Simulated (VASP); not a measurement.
# A VASP study of SrCuSe2 (RPBE + D3(BJ)): structure first, properties next, part 4 of 4

What structure does SrCuSe2 take at this level, and what are its properties? The cell is invented: it takes the structure of a Materials Project entry for BaCuS2 (space group 119 there), with some of its atoms replaced by other elements, volume scaled by an estimate. It may not be a known or stable phase.

VASP 6.6.1; RPBE with D3(BJ), no spin polarisation; plane waves and PAW (Sr_sv, Se, Cu); invented cell.

Still holding for the runs below: This run has no spin polarisation, although Cu can carry a moment. Its electron count is odd, so without a moment it is a metal by construction.

So far. Step 5 (Density, ELF and potential (RPBE + D3(BJ))): In this run the pressure is -0.10 GPa, small enough to go on. Step 6 (Band structure (RPBE + D3(BJ))): There is no gap at this level. The relaxed cell has a = 3.811, c = 10.267 Å (conventional setting).

**7. Density of states (RPBE + D3(BJ))**

A density of states needs more k-points than a total energy; ISMEAR = -5 takes tetrahedra, and LORBIT projects the states on the PAW spheres. The mesh is finer than in the run before.

Contents of INCAR:

```
SYSTEM = SrCuSe2
PREC = Accurate
ENCUT = 400
EDIFF = 1E-06
NELM = 100
ISMEAR = -5
SIGMA = 0.05
LREAL = .FALSE.
ALGO = Normal
GGA = RP
IVDW = 12
NBANDS = 30
LORBIT = 11
LWAVE = .FALSE.
LCHARG = .FALSE.
KPAR = 2
NEDOS = 2001
```

Contents of POSCAR:

```
SrCuSe2
1.0
   -1.9055426902      1.9055426902      5.1337452536
    1.9055426902     -1.9055426902      5.1337452536
    1.9055426902      1.9055426902     -5.1337452536
Sr Se Cu
1 2 1
Direct
    0.0000000000      0.0000000000      0.0000000000
    0.6326392083      0.6326392083      0.0000000000
    0.3673607917      0.3673607917      0.0000000000
    0.7500000000      0.2500000000      0.5000000000
```

Contents of KPOINTS:

```
Automatic mesh
0
Gamma
14 14 14
0 0 0
```

PAW data sets: Sr_sv, Se and Cu (PBE family, release 64).

On the command line:

```
mpirun -np 2 vasp_std
```

The log of the run:

```text
[... set-up lines as in an earlier step ...]
 entering main loop
       N       E                     dE             d eps       ncg     rms          rms(c)
DAV:   1     0.219359151038E+03    0.21936E+03   -0.11938E+04 14732   0.983E+02
DAV:   2     0.316240749320E+01   -0.21620E+03   -0.19587E+03 16056   0.264E+02
DAV:   3    -0.147886444685E+02   -0.17951E+02   -0.17167E+02 18730   0.753E+01
DAV:   4    -0.154856288858E+02   -0.69698E+00   -0.69176E+00 22800   0.128E+01
DAV:   5    -0.155016847475E+02   -0.16056E-01   -0.16050E-01 18382   0.168E+00    0.301E+01
DAV:   6    -0.178803817493E+02   -0.23787E+01   -0.34342E+01 17486   0.144E+02    0.169E+01
DAV:   7    -0.131987825715E+02    0.46816E+01   -0.13857E+01 18268   0.771E+01    0.936E+00
DAV:   8    -0.137244175092E+02   -0.52563E+00   -0.28541E+00 23072   0.386E+01    0.621E+00
DAV:   9    -0.133223127958E+02    0.40210E+00   -0.20934E+00 19124   0.417E+01    0.184E+00
DAV:  10    -0.132727163654E+02    0.49596E-01   -0.18669E-01 22146   0.101E+01    0.610E-01
DAV:  11    -0.132697492268E+02    0.29671E-02   -0.20958E-02 23630   0.198E+00    0.370E-01
DAV:  12    -0.132686078730E+02    0.11414E-02   -0.37679E-03 24550   0.162E+00    0.165E-01
DAV:  13    -0.132687862182E+02   -0.17835E-03   -0.15200E-03 24238   0.646E-01    0.182E-01
DAV:  14    -0.132686927555E+02    0.93463E-04   -0.17394E-04 22366   0.278E-01    0.130E-01
DAV:  15    -0.132686637343E+02    0.29021E-04   -0.44990E-05 23278   0.101E-01    0.765E-02
DAV:  16    -0.132686585415E+02    0.51928E-05   -0.10998E-05 23376   0.432E-02    0.400E-02
DAV:  17    -0.132686528131E+02    0.57284E-05   -0.50742E-06 19244   0.838E-02    0.197E-02
DAV:  18    -0.132686525261E+02    0.28708E-06   -0.50717E-06 21940   0.373E-02
   1 F= -.23153422E+02 E0= -.23153422E+02  d E =0.000000E+00
 -----------------------------------------------------------------------------
|                                                                             |
|           W    W    AA    RRRRR   N    N  II  N    N   GGGG   !!!           |
|           W    W   A  A   R    R  NN   N  II  NN   N  G    G  !!!           |
|           W    W  A    A  R    R  N N  N  II  N N  N  G       !!!           |
|           W WW W  AAAAAA  RRRRR   N  N N  II  N  N N  G  GGG   !            |
|           WW  WW  A    A  R   R   N   NN  II  N   NN  G    G                |
|           W    W  A    A  R    R  N    N  II  N    N   GGGG   !!!           |
|                                                                             |
|     Tetrahedron method does not include variations of the Fermi             |
|     occupations, so forces and stress will be inaccurate. We suggest        |
|     using a different smearing scheme ISMEAR = 1 or 2 for metals in         |
|     relaxations.                                                            |
|                                                                             |
 -----------------------------------------------------------------------------
```

It took 5.1 min on 2 MPI ranks of AMD EPYC 9R45, shared host; peak memory 1 GiB.

From OUTCAR (step 7):

```text
   k-points           NKPTS =    244   k-points in BZ     NKDIM =    244   number of bands    NBANDS=     30

   NELECT =      33.0000    total number of electrons

 E-fermi :   5.9914

 k-point     1 :       0.0000    0.0000    0.0000
  band No.  band energies     occupation
    ...
     12       2.7324      2.00000
     13       3.4059      2.00000
     14       3.4060      2.00000
     15       5.4740      2.00000
     16       5.4740      2.00000
     17       6.7123      0.00000
     18       7.7587      0.00000
     19       9.2117      0.00000
     20      10.7761      0.00000
     21      11.1599      0.00000
    ...

 Edisp (eV)   -9.88477

  Total      -0.02616    -0.02616    -0.01512     0.00000     0.00000     0.00000
  in kB      -0.56211    -0.56211    -0.32496     0.00000     0.00000     0.00000
  external pressure =       -0.48 kB  Pullay stress =        0.00 kB

 POSITION                                       TOTAL-FORCE (eV/Angst)
 -----------------------------------------------------------------------------------
      0.00000      0.00000      0.00000        -0.000000      0.000000      0.000000
      0.00000      0.00000      6.49562         0.000000     -0.000000      0.022796
      0.00000      0.00000      3.77187         0.000000     -0.000000     -0.022796
      0.00000      1.90554      2.56687        -0.000000      0.000000      0.000000
 -----------------------------------------------------------------------------------
    total drift:                                0.000001     -0.000001     -0.000000

  FREE ENERGIE OF THE ION-ELECTRON SYSTEM (eV)
  ---------------------------------------------------
  free  energy   TOTEN  =       -23.1534218326 eV

  energy  without entropy=      -23.1534218326  energy(sigma->0) =      -23.15342183

[... 6 parts as in an earlier step ...]

[... 10 further parts left out ...]
```

With tetrahedra the forces and stress of a metal are not exact derivatives of the energy.

Numbers from this step:

```yaml
irreducible_k_points: 244
fermi_energy: 5.991 eV
pressure: -0.04831 GPa
dos_at_the_fermi_level: 1.668 states/eV/cell
```

The density of states has structure finer than the step of the table below, so its rows give means over 1 eV, whole bins alone (the curve runs from -12.0 to 6.23 eV). Peaks (eV: height): total -5.3: 7.05, -4.9: 18.6, -3.8: 7.14, -3.5: 10.0; Cu d -4.9: 8.81, -3.8: 5.12, -3.5: 7.79; Se p -6.3: 1.49, -5.3: 2.32, -4.9: 5.06, -1.8: 1.01; Sr d 4.2: 0.934, 4.8: 0.906, 5.5: 1.08, 6.0: 1.12; Cu p -5.3: 0.225, -4.9: 0.655, -2.6: 0.144, 4.2: 0.185.

States under -12.0 eV and over 6.2 eV are left out. Density of states against energy, zero at the Fermi level; means over each step; values in states/eV/cell:

```
energy (eV)   total     Cu d    Se p    Sr d     Cu p     Sr p     Cu s
         -8       0        0       0       0        0        0        0
         -7  0.0443  0.00285  0.0158  8.2e-4   6.5e-5   2.4e-4  0.00512
         -6    1.96    0.166   0.673  0.0209   0.0304   0.0257    0.251
         -5    4.83     1.91    1.38  0.0431    0.140   0.0525   0.0314
         -4    3.80     2.53   0.436  0.0249   0.0298   0.0223   0.0149
         -3    4.30     2.63   0.584  0.0459   0.0909   0.0365   0.0388
         -2    3.35     1.33   0.827  0.0916   0.0806   0.0376   0.0172
         -1    1.78    0.454   0.615  0.0495   0.0640   0.0121   0.0124
          0    1.50    0.274   0.594  0.0452   0.0590  0.00537   0.0187
          1   0.530   0.0813   0.193  0.0412   0.0106  0.00157  0.00506
          2   0.400   0.0284  0.0407  0.0940  0.00953  0.00178  0.00361
          3    1.35   0.0632  0.0994   0.333   0.0360   0.0116   0.0482
          4    2.69    0.100   0.160   0.623    0.115   0.0318    0.102
          5    2.95   0.0800   0.191   0.819   0.0866   0.0427   0.0700
```

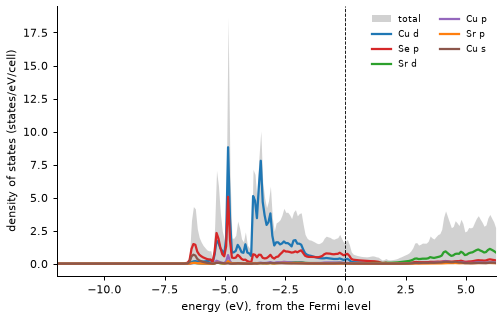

Density of states, plotted against energy.

The finer mesh and the other smearing move the Fermi level by +0.02 eV from the 10×10×10 run, a small shift, which tests the Fermi level alone. Of the states within 0.3 eV of the Fermi level, the largest shares in the PAW spheres are Se p 40 % and Cu d 18 %. The rest lies in smaller channels or between the spheres.

**8. Zone-centre phonons (RPBE + D3(BJ))**

Zone-centre modes test whether the atoms sit at a minimum within this cell. IBRION = 6 takes the force constants from differences of forces between displaced cells, so the forces must be tight.

Contents of INCAR:

```
SYSTEM = SrCuSe2
PREC = Accurate
ENCUT = 400
EDIFF = 1E-08
NELM = 100
ISMEAR = 1
SIGMA = 0.2
LREAL = .FALSE.
ALGO = Normal
GGA = RP
IVDW = 12
NBANDS = 22
LORBIT = 11
LWAVE = .FALSE.
LCHARG = .FALSE.
KPAR = 2
IBRION = 6
NFREE = 2
POTIM = 0.015
ISIF = 2
NSW = 1
```

POSCAR is that of step 7.

KPOINTS is that of step 7.

On the command line:

```
mpirun -np 2 vasp_std
```

The log of the run:

```text
[... set-up lines as in an earlier step ...]
 entering main loop
       N       E                     dE             d eps       ncg     rms          rms(c)
DAV:   1     0.235192500853E+03    0.23519E+03   -0.12668E+04 10736   0.134E+03
DAV:   2     0.532549899810E+01   -0.22987E+03   -0.21764E+03 11310   0.331E+02
DAV:   3    -0.145212156298E+02   -0.19847E+02   -0.18845E+02 14056   0.966E+01
DAV:   4    -0.154668749568E+02   -0.94566E+00   -0.94034E+00 17356   0.188E+01
[...]
DAV:  19    -0.132688770235E+02    0.48171E-06   -0.15653E-06 17494   0.431E-02    0.252E-03
DAV:  20    -0.132688770694E+02   -0.45864E-07   -0.45501E-07 14842   0.541E-03    0.503E-04
DAV:  21    -0.132688770626E+02    0.67580E-08   -0.54254E-09  9256   0.219E-03
   1 F= -.23153646E+02 E0= -.23153247E+02  d E =-.119877E-02
[... from here on, the cycles between the ionic steps are left out ...]
   2 F= -.23152731E+02 E0= -.23152331E+02  d E =-.119998E-02
   3 F= -.23152731E+02 E0= -.23152331E+02  d E =-.119999E-02
   4 F= -.23153009E+02 E0= -.23152608E+02  d E =-.120199E-02
   5 F= -.23153009E+02 E0= -.23152608E+02  d E =-.120199E-02
   6 F= -.23151889E+02 E0= -.23151484E+02  d E =-.121462E-02
   7 F= -.23151888E+02 E0= -.23151483E+02  d E =-.121459E-02
   8 F= -.23153431E+02 E0= -.23153021E+02  d E =-.122896E-02
   9 F= -.23153431E+02 E0= -.23153021E+02  d E =-.122897E-02
  10 F= -.23152613E+02 E0= -.23152281E+02  d E =-.996655E-03
  11 F= -.23152173E+02 E0= -.23151714E+02  d E =-.137902E-02
[...]
hard stop encountered!  aborting job ...
[...]
soft stop encountered!  aborting job ...
  12 F= -.23152322E+02 E0= -.23151924E+02  d E =-.119495E-02
 deleting file STOPCAR
```

It took 62 min on 2 MPI ranks; peak memory 2.8 GiB.

The run was stopped at its time limit, by a STOPCAR file.

More ranks or a longer limit would be the way on.

**9. What came out**

```yaml
relaxed_volume: 18.64 Å³/atom
relaxed_conventional_cell_a_b_c: 3.811, 3.811, 10.267 Å
space_group_after_relaxing_within_0p02_a: I-4m2 (No. 119)
band_gap: none, a metal
dos_at_the_fermi_level: 1.67 states/eV/cell
```

What this shows: With RPBE + D3(BJ), SrCuSe2 relaxes to 18.64 Å³/atom in space group I-4m2 (held by the symmetry of the run) and comes out as a metal. Not obtained: zone-centre phonons (RPBE + D3(BJ)), because the run hit its time limit. Band structure (RPBE + D3(BJ)): Of the bands kept, 2 cross the Fermi level on this path. Spin-orbit coupling is left out; it would split some degenerate bands. Magnetism was not tested. With an odd electron count and no spin the cell is a metal by construction. No search among competing phases was made. All values are for a static lattice at zero temperature.

[Lines on the potential files, build, host, timing and source positions are cut from VASP's logs without a mark.]

[Logs are printed without paths, hosts, clocks, repeated set-up lines and the standing remarks that a program may print on its own settings, such as how far it seeks lower states.]

[Hosts, paths, dates, database ids (printed as entryN), source tags and the programs' standing remarks are cut or masked in the printed files.]

[A measured line is paired with the nearest computed mode of its activity, which favours agreement.]
